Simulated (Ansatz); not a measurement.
H$_{10}$O$_{2}$Si$_{4}$

Input

```
crystal:
  periodic: [false, false, false]
  atoms:
    - { symbol: Si, position_ang: [-0.024451, -0.099596, -0.743183] }
    - { symbol: Si, position_ang: [-0.088701, 2.044411, -0.084752] }
    - { symbol: O, position_ang: [0.711071, -1.090649, 0.464872] }
    - { symbol: Si, position_ang: [1.097321, -1.933568, 1.91519] }
    - { symbol: O, position_ang: [-1.610235, -0.668986, -1.122451] }
    - { symbol: Si, position_ang: [-3.261393, -1.160076, -1.062997] }
    - { symbol: H, position_ang: [0.748822, -0.144137, -1.99664] }
    - { symbol: H, position_ang: [-0.758221, 2.144797, 1.219985] }
    - { symbol: H, position_ang: [-0.825369, 2.836273, -1.080546] }
    - { symbol: H, position_ang: [1.282238, 2.561564, 0.034354] }
    - { symbol: H, position_ang: [1.351793, -0.980076, 3.006924] }
    - { symbol: H, position_ang: [2.315498, -2.727129, 1.697182] }
    - { symbol: H, position_ang: [0.006647, -2.848807, 2.285861] }
    - { symbol: H, position_ang: [-4.121005, -0.052065, -0.62067] }
    - { symbol: H, position_ang: [-3.422862, -2.319431, -0.171588] }
    - { symbol: H, position_ang: [-3.68789, -1.558028, -2.41242] }
basis:
  gaussian: { orbitals: def2-TZVP }
hamiltonian:
  xc: pbe
relax:
  f_tol: 0.002
  max_steps: 300
output:
  orbitals: {}
```

Launched as:

```sh
ansatz run input.yaml --threads 4 --pin off --max-ram 8192MiB --backend cpu --events-out ev --progress --plain --runs-dir out
```

The fields are those of the relaxed geometry.

The calculation used DFT PBE, Gaussian basis def2-TZVP (Ansatz 0.2.0).

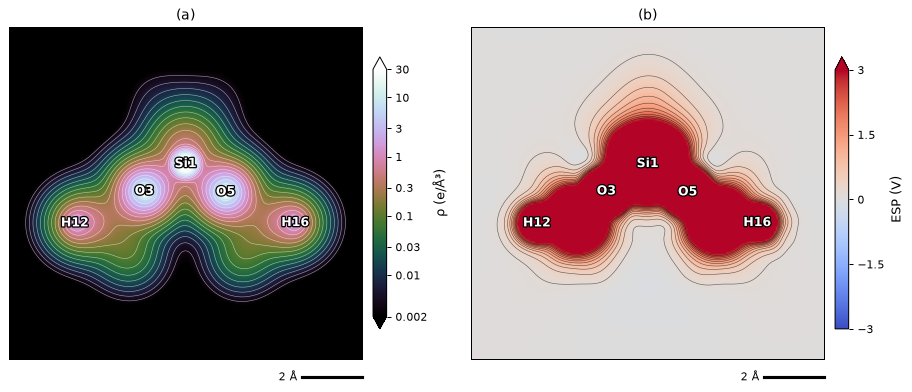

Figure 1. (a) total electron density; (b) molecular electrostatic potential on the plane of atoms O3, Si1 and O5.

What do the fields say about this system?

Answer. The plane passes through Si, O and H nuclei.
Si–O (1.65 Å): ρ is about 1.1 e/Å³ halfway.
The potential has no marked negative region in this plane.

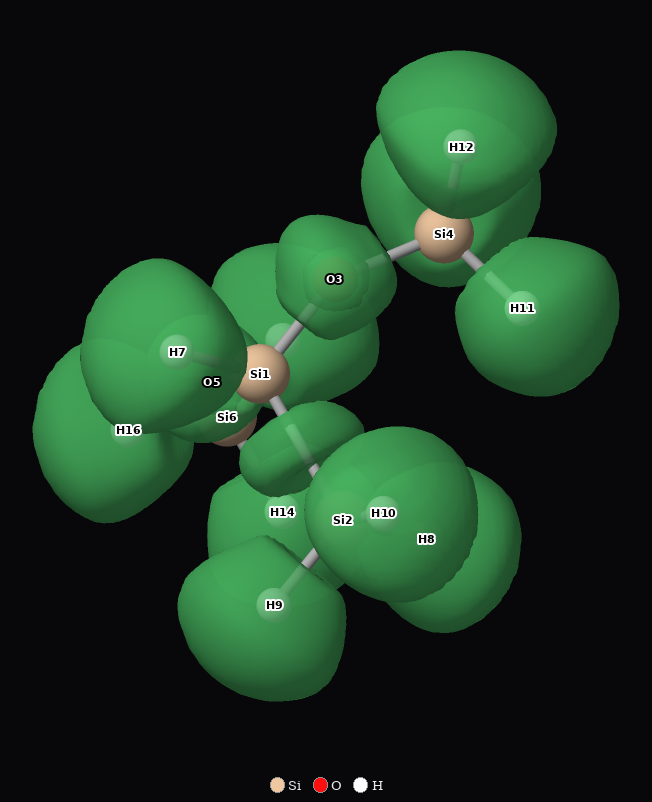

Figure 2. Isosurface of the electron localisation function at 0.75 (green), seen at an oblique angle. Only the valence region is drawn (cores and ρ < 0.01 e/Å³ removed).

Where are the electrons localised?

Answer. At this value the surface marks out one region between bonded Si–Si atoms (shared pairs), ten regions around hydrogen nuclei, one region on O in which the atom's valence shell and bonds are merged and one region wrapped around O (its lone pairs, merged into a ring or cap). Profiles from the grid: Si–O (1.65 Å): the ELF peaks at about 0.85 between the atoms, as expected for a shared but strongly polarised pair. Si–Si (2.36 Å): the ELF peaks at about 1 between the atoms, as expected for a shared electron pair.

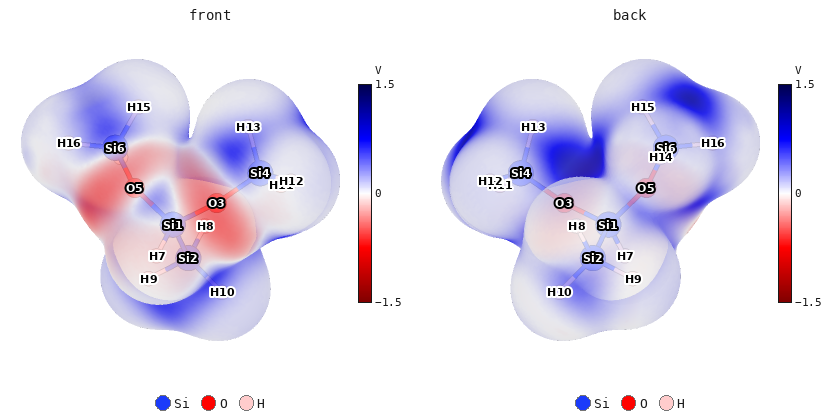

Figure 3. The electrostatic potential painted on the density surface at 0.001 e/bohr³, seen from the front and from behind; the colour scale runs from red (negative) to blue (positive).

Which sites attract a positive test charge, and which a negative one?

Answer. A positive charge is drawn to the negative regions and a negative charge to the positive ones. The most negative region (about −0.5 V) lies over O3 and O5, the most positive (about +1.0 V) over Si1, Si4 and Si6.
